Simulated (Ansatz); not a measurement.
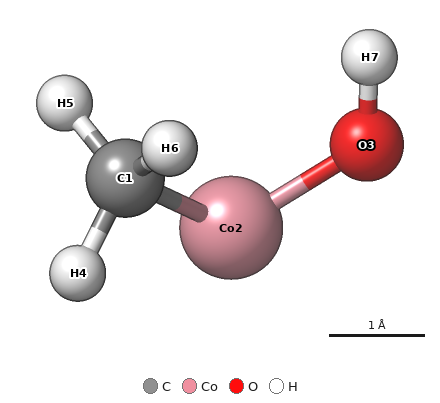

Fig. 1: The structure as given in the input (ball-and-stick view, seen at a tilt; atoms are numbered from 1 in the order of the input). Sticks mark near contacts. Bond lengths as drawn: Co–O 1.69 Å, C–Co 1.87 Å, C–H 1.11 to 1.12 Å and H–O 0.99 Å.

# Two runs on CH4CoO

System: CH4CoO, charge +1, multiplicity 3, SMILES [CH3][Co+][OH].
Method of run A: UKS r2SCAN-D4/def2-TZVPP (Ansatz 0.2.0).

Text and figures count atoms from 1; the logs count them from 0 in places.

Input, run A:
```yaml
crystal:
  periodic: [false, false, false]
  atoms:
    - { symbol: C, position_ang: [-1.31034791, 0.87723337, 0.47967008] }
    - { symbol: Co, position_ang: [-0.09733676, -0.1354758, -0.51316617] }
    - { symbol: O, position_ang: [1.37246501, 0.02052735, 0.30744189] }
    - { symbol: H, position_ang: [-2.18434263, 0.20716776, 0.2583244] }
    - { symbol: H, position_ang: [-1.3347957, 1.85187623, -0.06082426] }
    - { symbol: H, position_ang: [-1.13986011, 0.98396522, 1.56638715] }
    - { symbol: H, position_ang: [1.65256811, 0.84160586, 0.77675691] }
magnetization:
  spin_polarized: true
  initial_magnetization: 2
total_charge: 1
basis:
  gaussian: { orbitals: def2-TZVPP }
hamiltonian:
  xc: r2scan
  dispersion: d4
relax:
  f_tol: 0.002
  max_steps: 150
```

Launched with:
```bash
ansatz run input.yaml --threads 4 --pin off --max-ram 10240MiB --backend cpu --events-out ev --progress --plain --runs-dir out
```

Hardware: 4 threads of Intel Xeon @ 2.50GHz (Skylake/Cascade Lake), 189 GiB of memory available, shared host.

Output, shortened to warnings, some set-up lines, iterations and results (run A):
```
[...]
mean field evaluation 1: about -40743.8777 eV, gradient 1.0e2 eV
mean field evaluation 2: about -40300.9502 eV, gradient 3.1e2 eV
mean field evaluation 4: about -40671.9519 eV, gradient 1.8e2 eV
mean field evaluation 8: about -40767.7292 eV, gradient 2.2e-1 eV
mean field evaluation 16: about -40767.7129 eV, gradient 2.1e-5 eV
[... 13 lines ...]
relax step   8: F+E_penalty+E_count = -40767.77261544 eV  Δ(F+E_penalty+E_count) = -2.524e-5 eV  max|allowed force component| = 8.056e-3 eV/Å  Δτ_max = 0.0036 Å  (154 SCF …
mean field evaluation 224: about -40767.7550 eV, gradient 9.5e-6 eV
relax step   9: F+E_penalty+E_count = -40767.77261707 eV  Δ(F+E_penalty+E_count) = -1.630e-6 eV  max|allowed force component| = 2.129e-3 eV/Å  Δτ_max = 0.0013 Å  (155 SCF …
relax step  10: F+E_penalty+E_count = -40767.77261742 eV  Δ(F+E_penalty+E_count) = -3.466e-7 eV  max|allowed force component| = 7.118e-4 eV/Å  Δτ_max = 0.0002 Å  (72 SCF …
mean field evaluation 256: about -40767.6069 eV, gradient 6.6e0 eV
mean field -40767.75497234 eV, -1498.1873618568 hartree, gradient 5.0e-6 eV, S^2 2.070321; 7 other end points of the search recorded, 0 dependent functions left out
the calculation of the forces begins
reference -40767.75498595 eV, -1498.1873623568 hartree; 23, 21 occupied and 159, 161 virtual orbitals, 1053 factors
Total energy: -40767.77263102 eV, -1498.1880108013 hartree
Atom 0 at    -1.333702     0.891818     0.497117 Å, force     0.000289    -0.000036     0.000174 eV/Å
Atom 1 at    -0.100705    -0.190500    -0.418512 Å, force    -0.000269    -0.000054    -0.000310 eV/Å
Atom 2 at     1.356276     0.015055     0.422236 Å, force     0.000068    -0.000712     0.000127 eV/Å
Atom 3 at    -2.169134     0.252775     0.147682 Å, force    -0.000033     0.000100     0.000039 eV/Å
Atom 4 at    -1.285051     1.872807     0.020227 Å, force    -0.000192    -0.000092     0.000070 eV/Å
Atom 5 at    -1.232665     0.903449     1.577376 Å, force    -0.000156     0.000099    -0.000193 eV/Å
Atom 6 at     1.723332     0.901497     0.568465 Å, force     0.000293     0.000695     0.000094 eV/Å
Dipole moment:    -0.433890     0.199772    -0.254097 e Å
```

For run B the input was changed thus:
```diff
-  xc: r2scan
+  xc: { name: B3LYP }
```

Predict how the results change.

The total energies belong to different methods, so their difference says nothing on which is more stable or more accurate. The functional changes from r2SCAN to B3LYP.

Output, shortened to warnings, some set-up lines, iterations and results (run B):
```
[...]
mean field evaluation 1: about -40746.0359 eV, gradient 1.0e2 eV
mean field evaluation 2: about -40272.7715 eV, gradient 3.1e2 eV
mean field evaluation 4: about -40693.6306 eV, gradient 1.7e2 eV
mean field evaluation 8: about -40770.5116 eV, gradient 2.1e-1 eV
mean field evaluation 16: about -40770.6192 eV, gradient 9.0e-6 eV
[... 10 lines ...]
mean field evaluation 128: about -40770.6723 eV, gradient 1.5e-4 eV
relax step   8: F+E_penalty+E_count = -40770.79923956 eV  Δ(F+E_penalty+E_count) = -3.084e-5 eV  max|allowed force component| = 8.306e-3 eV/Å  Δτ_max = 0.0061 Å  (95 SCF …
relax step   9: F+E_penalty+E_count = -40770.79924630 eV  Δ(F+E_penalty+E_count) = -6.741e-6 eV  max|allowed force component| = 3.494e-3 eV/Å  Δτ_max = 0.0026 Å  (74 SCF …
relax step  10: F+E_penalty+E_count = -40770.79924810 eV  Δ(F+E_penalty+E_count) = -1.798e-6 eV  max|allowed force component| = 1.968e-3 eV/Å  Δτ_max = 0.0005 Å  (70 SCF …
mean field evaluation 160: about -40770.6723 eV, gradient 9.4e-6 eV
mean field -40770.67231773 eV, -1498.2945723224 hartree, gradient 9.4e-6 eV, S^2 2.158355; 7 other end points of the search recorded, 0 dependent functions left out
the calculation of the forces begins
reference -40770.67253891 eV, -1498.2945804507 hartree; 23, 21 occupied and 159, 161 virtual orbitals, 1123 factors
Total energy: -40770.79946928 eV, -1498.2992450556 hartree
Atom 0 at    -1.350652     0.894628     0.491711 Å, force     0.001968     0.000620    -0.000859 eV/Å
Atom 1 at    -0.085609    -0.206440    -0.452932 Å, force    -0.000326     0.000148     0.001468 eV/Å
Atom 2 at     1.383122     0.019550     0.384956 Å, force    -0.001348     0.000582    -0.000825 eV/Å
Atom 3 at    -2.200180     0.263215     0.182983 Å, force    -0.000483    -0.000385    -0.000431 eV/Å
Atom 4 at    -1.307452     1.867873     0.004595 Å, force    -0.000310    -0.000583     0.000587 eV/Å
Atom 5 at    -1.193006     0.913518     1.563280 Å, force     0.000012    -0.000217    -0.000228 eV/Å
Atom 6 at     1.712127     0.894556     0.639997 Å, force     0.000487    -0.000164     0.000287 eV/Å
Dipole moment:    -0.502892     0.190333    -0.241427 e Å
```

The two runs side by side:

| quantity | run A | run B |
| --- | --- | --- |
| outcome | converged | converged |
| total energy (hartree) | −1498.188011 | −1498.299245 |
| ⟨S²⟩ | 2.070 | 2.158 |
| largest force (eV/Å) | 0.001 | 0.002 |
| basis functions | 182 | 182 |
| wall time (shared host) | 4.3 min | 4.5 min |
